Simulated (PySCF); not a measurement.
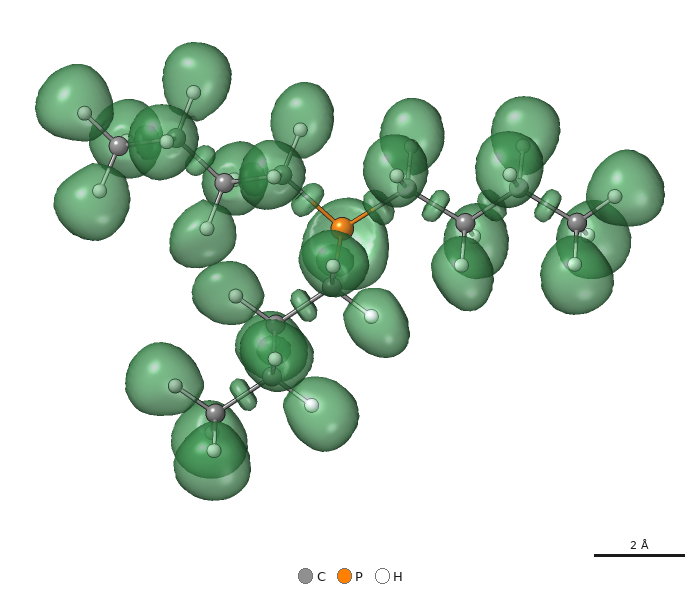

Figure. C₁₂H₂₇P (Tri-n-butylphosphine). Isosurface of the electron localisation function at 0.85 (green), seen at a tilt. Only the valence region is drawn (cores and ρ < 0.01 e/Å³ removed).

Geometry: PBE0-D3(BJ)/def2-SVP.

These are results of PySCF 2.14.0, PBE0/pcSseg-1, SCF density, gas phase, non-relativistic, not measurements.

Input file:

```
{"job": {"kind": "nmr", "xc": "PBE0", "basis": "pcSseg-1"}, "charge": 0, "multiplicity": 1}
C      1.964098    -4.253627    -0.385765
C      2.124300    -2.786524    -0.021463
C      0.946333    -1.925360    -0.460244
C      1.096715    -0.458965    -0.078310
P     -0.222392     0.656560    -0.769690
C     -1.696690     0.132583     0.241930
C     -2.581656    -0.903653    -0.440916
C     -3.793690    -1.304930     0.389730
C     -4.678804    -2.332594    -0.296996
C      0.203874     2.215863     0.149115
C      1.484796     2.882746    -0.334694
C      1.774851     4.208759     0.357547
C      3.055150     4.871309    -0.125055
H      2.829056    -4.851328    -0.059449
H      1.065313    -4.685646     0.083306
H      1.860173    -4.384963    -1.474884
H      3.049876    -2.388038    -0.473640
H      2.258625    -2.685307     1.070217
H      0.816157    -2.009612    -1.554318
H      0.021836    -2.334241    -0.016136
H      1.138564    -0.348530     1.021322
H      2.057293    -0.080178    -0.469617
H     -1.364218    -0.225046     1.234026
H     -2.287197     1.047297     0.426952
H     -2.915270    -0.506129    -1.415548
H     -1.993558    -1.806809    -0.679920
H     -4.384617    -0.402073     0.626397
H     -3.450716    -1.699112     1.363000
H     -5.065403    -1.949509    -1.255116
H     -5.544390    -2.606219     0.325436
H     -4.120636    -3.257290    -0.515875
H      0.256792     2.014592     1.235250
H     -0.647535     2.902663    -0.002475
H      2.343393     2.205256    -0.180359
H      1.422785     3.042975    -1.426047
H      1.828554     4.042804     1.448156
H      0.920650     4.891360     0.201529
H      3.929895     4.223209     0.046363
H      3.011878     5.083561    -1.205452
H      3.240946     5.823980     0.393916
```

Launched as:

```sh
OMP_NUM_THREADS=1 python probes_run.py task.json out
```

Describe the localisation domains.

Answer. The ELF exceeds this value in nine regions between bonded C–C atoms (shared pairs), three regions between bonded C–P atoms (shared pairs), 27 regions around hydrogen nuclei and one lobe on P, pointing away from the bonds (lone pairs).

Values along the shortest contacts:
C–C (1.52 Å): the ELF peaks at about 0.95 between the atoms: a covalent bond. C–P (1.86 Å): the ELF peaks at about 0.95 between the atoms; a covalent bond.
